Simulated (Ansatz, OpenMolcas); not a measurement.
# How methods differ on NH (imidogen)

The species is NH (2 atoms), meant as a triplet with charge 0. As SMILES, `[NH]`. The bond length is the measured one.

| atom | x (Å) | y (Å) | z (Å) |
| --- | --- | --- | --- |
| N | 0.0000 | 0.0000 | 0.0000 |
| H | 0.0000 | 0.0000 | 1.0362 |

Each level gives the energy change with the N1–H2 bond stretched from 1.036 to 2.591 Å (eV). The values are calculated.

```csv
level,kind,program,value (eV),less FCI/3-21G,CPU time (all runs)
UHF/3-21G,Hartree–Fock,Ansatz,1.55,-0.88,0.13 s
USVWN5/3-21G,LDA,OpenMolcas,3.41,+0.98,6.1 s
U-r2SCAN/3-21G,meta-GGA,Ansatz,2.92,+0.49,2.7 s
UPBE0/3-21G,global hybrid,Ansatz,3.08,+0.65,1 s
U-wB97M-V/3-21G,range-separated hybrid,Ansatz,3.18,+0.75,11 s
RPA@PBE/3-21G,RPA,Ansatz,2.52,+0.09,1.7 s
"CASSCF(6,5)/3-21G",multireference,OpenMolcas,2.16,-0.27,4.3 s
"SC-NEVPT2(6,5)/3-21G",multireference,OpenMolcas,2.43,0.00,4.6 s
FCI/3-21G,exact in the basis,OpenMolcas,2.43,0.00,4.3 s
```

FCI/3-21G is exact within its basis and frozen core, so for wave-function methods in that basis the difference is their error; functionals converge differently with the basis, so for them it is only a difference. The first shape isn't each level's own minimum. The values span 1.55 to 3.41 eV. Spin contamination of the reference (⟨S²⟩ at least 0.1 too high) touches UHF/3-21G, USVWN5/3-21G, U-r2SCAN/3-21G, UPBE0/3-21G, U-wB97M-V/3-21G, RPA@PBE/3-21G. All rows use very small basis sets, so even the best lies far from the true value. CPU times are rough (shared hosts, several kinds of processor): they show what a rung costs within a factor of a few.

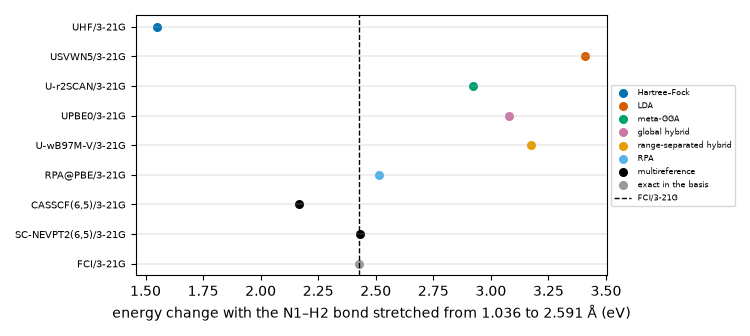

The values of the table, level by level.
